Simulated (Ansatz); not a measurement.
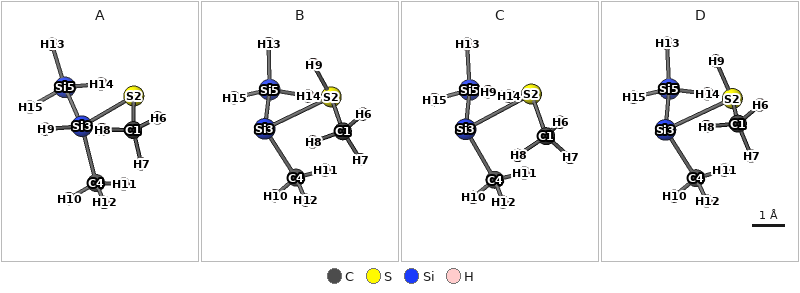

4 geometries from a converged minimum-energy path of C2H10SSi2, shuffled. A ball-and-stick model, seen from a free direction.

All numbers below come from Ansatz, RKS revPBE-D4/STO-3G. Settings: 7 movable images; climbing image; force threshold 0.05 eV/Å; iteration limit 60; starting path through a guess of the saddle point.

**Which frame is the top of the path?**

C. In order along the path, whose images run from 0 to 8: A (image 0, 0.0 kcal/mol), C (image 5, +72.6 kcal/mol), B (image 7, +61.3 kcal/mol), D (image 8, +61.1 kcal/mol). A hydrogen atom shifts from one atom to another. Breaking: Si3–H9 (1.46 → 1.94 at the top → 2.92 Å). Forming: S2–H9 (2.96 → 1.46 at the top → 1.38 Å).

Limits of the set-up: STO-3G is a minimal basis, so the numbers are rough.

The run took 2.6 min on 1 thread of Intel(R) Xeon(R) 6975P-C (Granite Rapids), on a shared host, peak memory 0.12 GiB.
